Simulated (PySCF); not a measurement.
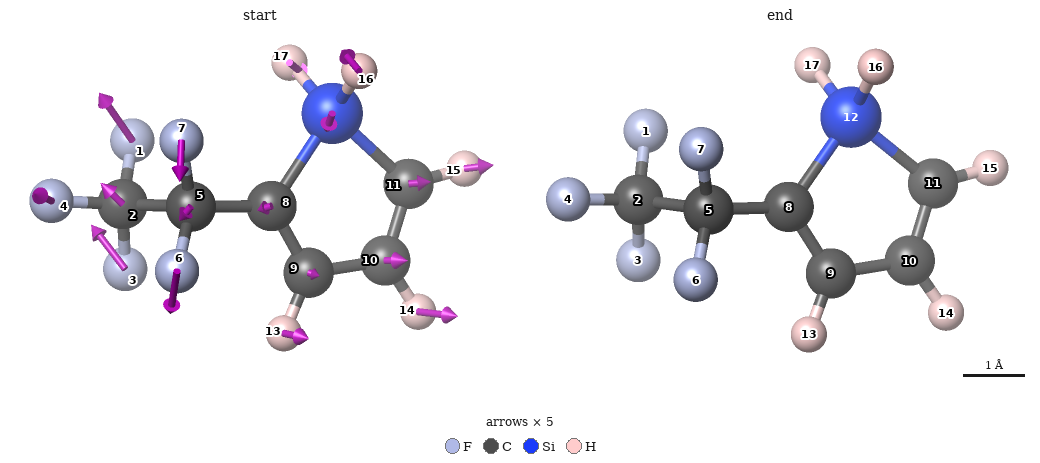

The structure of C₆H₅F₅Si before (left) and after (right) a relaxation, at one scale. The purple arrows give the displacements, magnified 5 times.

The picture is a ball-and-stick view, seen at a tilt.

The start comes from GFN2-xTB. Its atoms were then displaced at random by about 0.01 Å.

Method: PBE0-D3(BJ)/def2-SVP geometry optimisation, gas phase (PySCF 2.14.0, density-fitted response routines). 

Summarise the run.

Answer. The largest move after the best rigid fit is that of F1, 0.24 Å. By element the largest moves are F 0.24 Å, H 0.17 Å, Si 0.11 Å, C 0.11 Å. Some distances before and after: C2–F4 1.292 → 1.325 Å, Si12–H16 1.462 → 1.492 Å, C8–C9 1.322 → 1.350 Å, C10–H14 1.070 → 1.095 Å. Bond angles that change, for instance: H16–Si12–H17 114.7° → 109.5°, C8–Si12–C11 86.8° → 91.6°, C9–C8–Si12 111.6° → 107.3°. Over 9 geometry steps the energy falls by 0.214 eV.
